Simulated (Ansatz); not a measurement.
Pulling on the Mg1–H2 bond in MgH (multiplicity 2 held). Energies count from the point at 1.743 Å.


Restricted levels (R-, RO-) in cc, def2 and unpolarised 6-31G sets keep to the state of the molecule at rest. Unrestricted levels (U-) break spin symmetry where that is lower. Active spaces are followed from rest. Full CI gives the lowest state of the spin. Curves can end on different states.

Frozen-core correlation.

Programs: Ansatz (a program for electronic structure) with Gaussian orbitals. Each number belongs to the level named beside it.

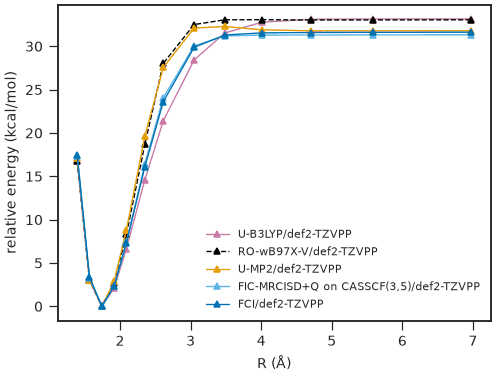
Figure. Relative energy along the coordinate

Task: Order the other curves in the same basis by their non-parallelity to FCI/def2-TZVPP (largest less smallest deviation, whatever its cause), smallest first.

Result: FIC-MRCISD+Q on CASSCF(3,5)/def2-TZVPP (0.7 kcal/mol), U-MP2/def2-TZVPP (4.4 kcal/mol)

Doubts at one or more of the structures used: a restricted determinant that unrestricted orbitals would lower (RO-wB97X-V/def2-TZVPP); a spin-contaminated determinant (U-MP2/def2-TZVPP).
